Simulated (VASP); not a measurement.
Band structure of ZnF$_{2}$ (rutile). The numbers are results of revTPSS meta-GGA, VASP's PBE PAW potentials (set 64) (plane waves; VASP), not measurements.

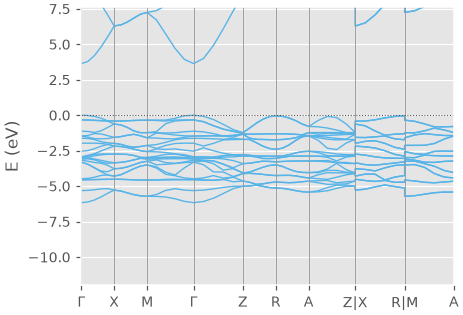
Figure. Bands along high-symmetry lines, zero at the valence-band maximum or, without a gap, the Fermi level

**Question.** Read the plot: is there a gap, and where are the band edges?

**Answer.** The gap is direct, 3.64 eV, from the valence maximum at Γ to the conduction minimum at Γ.

Measured: gap 7.50 eV (computed value off by -3.86 eV), as given by Dominik Kurzydłowski et al., Inorganic Chemistry (2020), arXiv:1912.01850 [midpoint of the printed range].

The compound is ZnF2 in the rutile structure. It was relaxed first.
